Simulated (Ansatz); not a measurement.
The calculation's input:

```
crystal:
  periodic: [false, false, false]
  atoms:
    - { symbol: Ge, position_ang: [0.268826, 0.024909, 0.128235] }
    - { symbol: Ge, position_ang: [0.1879, 0.004132, 2.532878] }
    - { symbol: H, position_ang: [-1.171236, -0.509479, 3.068677] }
    - { symbol: H, position_ang: [1.266384, -0.927963, 3.120775] }
    - { symbol: H, position_ang: [0.397941, 1.41222, 3.120019] }
    - { symbol: H, position_ang: [1.766267, -0.014146, -0.26594] }
    - { symbol: H, position_ang: [-0.351681, 1.289033, -0.473319] }
    - { symbol: H, position_ang: [-0.37268, -1.246181, -0.45509] }
    - { symbol: O, position_ang: [-2.631962, 0.149196, 0.776363] }
    - { symbol: H, position_ang: [-2.872893, -0.666809, 0.323543] }
    - { symbol: H, position_ang: [-2.430366, -0.144613, 1.692358] }
basis:
  gaussian: { orbitals: def2-SVP }
hamiltonian:
  xc: pbe0
relax:
  f_tol: 0.03
  max_steps: 50
output:
  orbitals: {}
```

Command:

```sh
ansatz run input.yaml --threads 4 --pin off --max-ram 5120MiB --backend cpu --events-out ev --progress --plain --runs-dir out
```

The fields are those of the run's last geometry, not of the input's.

Theory: Ansatz 0.2.0, RKS PBE0/def2-SVP.

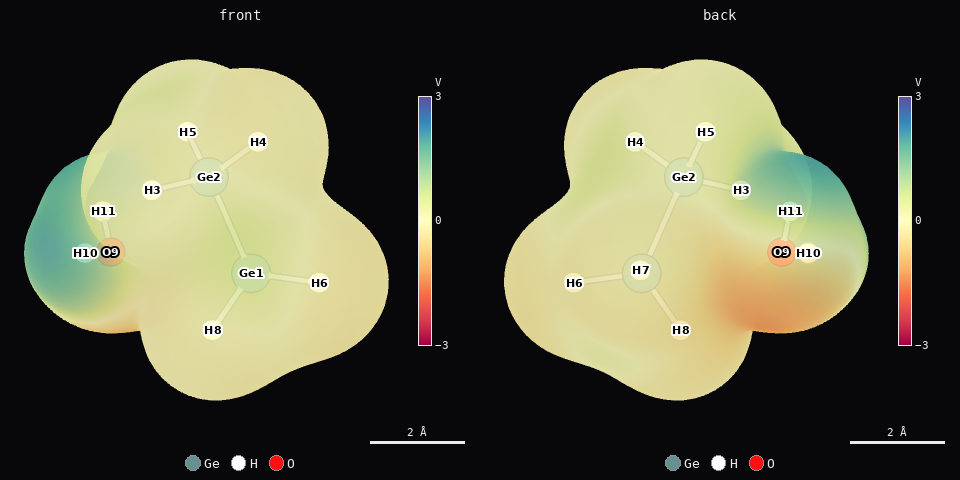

Ge$_{2}$H$_{6}$···H$_{2}$O. The electrostatic potential painted on the density surface at 0.001 e/bohr³, seen from the front and from behind; the colour scale runs from red (negative) to blue (positive).

Describe the electrostatic potential map.

The most negative region (about −1.3 V, or −30 kcal/mol for a unit charge) lies over O9, the most positive (about +2.0 V, or +46 kcal/mol for a unit charge) over H10 and H11. O9 is the likeliest acceptor of a hydrogen bond.
